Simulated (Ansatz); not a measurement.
## Electronic structure of Cl₃H₂NTi···HBr in real space

Input

```
crystal:
  periodic: [false, false, false]
  atoms:
    - { symbol: Ti, position_ang: [-0.024511, 0.093913, 0.1141] }
    - { symbol: "N", position_ang: [-0.017154, 0.116854, 2.112151] }
    - { symbol: H, position_ang: [-0.896112, -0.057858, 2.618857] }
    - { symbol: H, position_ang: [0.626929, 0.710468, 2.649718] }
    - { symbol: Cl, position_ang: [2.006602, 0.37598, -0.639768] }
    - { symbol: Cl, position_ang: [-1.132291, 1.856973, -0.561507] }
    - { symbol: Cl, position_ang: [-1.168978, -1.630037, -0.574998] }
    - { symbol: Br, position_ang: [1.825656, -2.953395, 1.301151] }
    - { symbol: H, position_ang: [1.002859, -1.885098, 1.981497] }
basis:
  gaussian: { orbitals: def2-SVP }
hamiltonian:
  xc: pbe
relax:
  f_tol: 0.03
  max_steps: 50
output:
  orbitals: {}
```

Launched as:

```sh
ansatz run input.yaml --threads 4 --pin off --max-ram 5120MiB --backend cpu --events-out ev --progress --plain --runs-dir out
```

The fields are those of the run's last geometry, not of the input's.

All numbers below come from RKS PBE/def2-SVP in Ansatz 0.2.0.

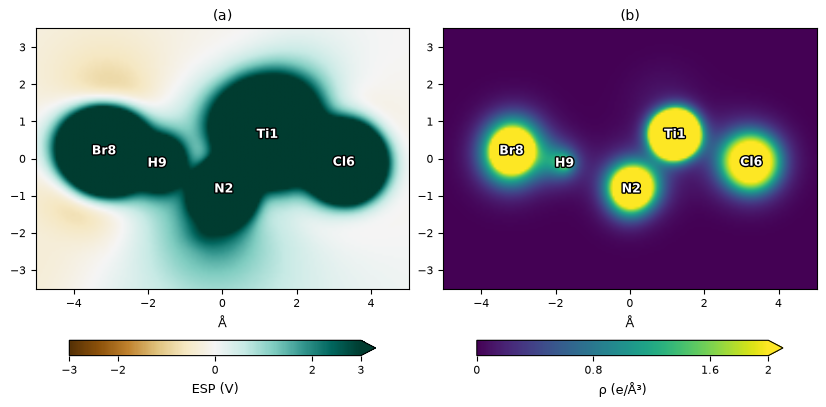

Figure 1. (a) electrostatic potential; (b) total electron density on the plane of atoms N2, Ti1 and Cl6.

Q: What do the fields say about this system?

A:
- The plane passes through Ti, N, Cl, Br and H nuclei.
- N2···H9 (1.92 Å): the density falls to about 0.24 e/Å³ on the way.
- Ti–N (1.88 Å): the density is about 0.95 e/Å³ at the midpoint.
- Ti–Cl (2.19 Å): ρ at the midpoint is about 0.65 e/Å³.
- Br–H (1.47 Å): ρ is about 1.5 e/Å³ halfway.
- Outside the dense part of the complex the potential is most negative (−0.8 V) near Br8.

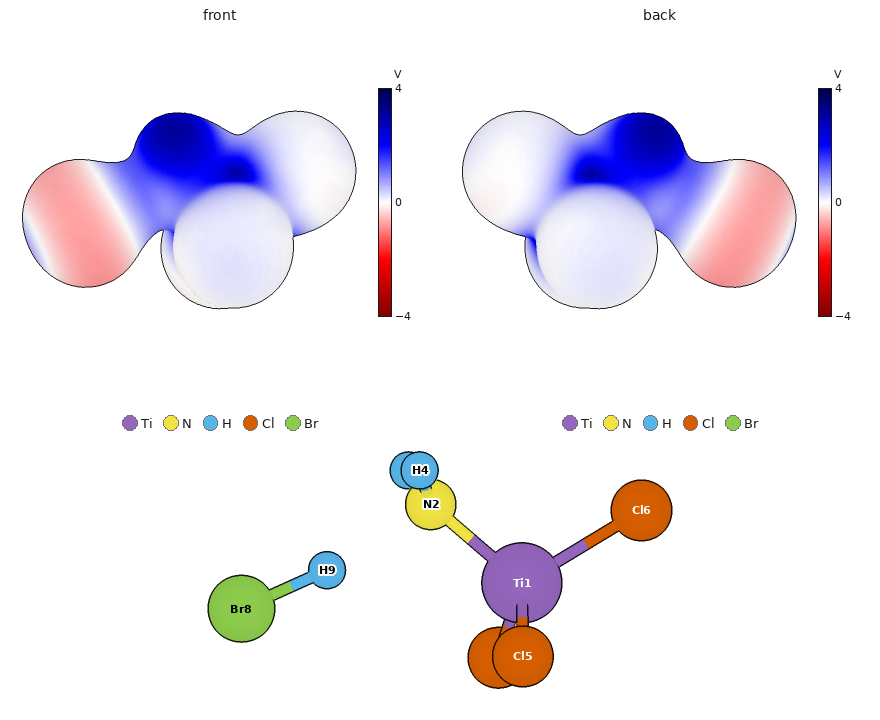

Figure 2. The electrostatic potential painted on the density surface at 0.004 e/bohr³, seen from the front and from behind; the colour scale runs from red (negative) to blue (positive). The bare structure is drawn below in the same view.

Q: Describe the electrostatic potential map.

A: The most negative region (about −0.8 V, or −18 kcal/mol for a unit charge) lies over Br8, the most positive (about +3.1 V, or +71 kcal/mol for a unit charge) over Ti1, H3 and H4. Br8 shows a σ-hole: about +0.6 V, or +14 kcal/mol for a unit charge at the tip opposite its bond, against about −0.7 V, or −16 kcal/mol for a unit charge on its flanks.

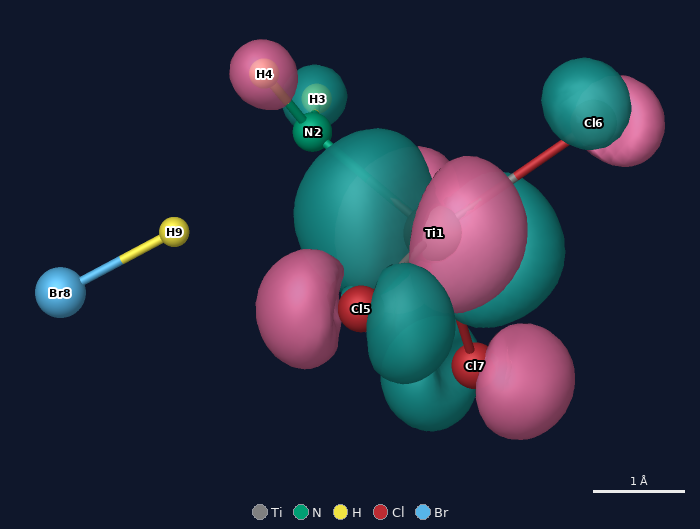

Figure 3. The LUMO at ±0.1 Å⁻³ᐟ² (teal and pink are the two phases), seen at a tilt.

Q: Where does this orbital lie, and at what energy?

A: Its weight (Hirshfeld) is mainly on Ti1 (about 75 %), Cl5 (about 10 %) and Cl7 (about 10 %). Its energy is −4.45 eV.
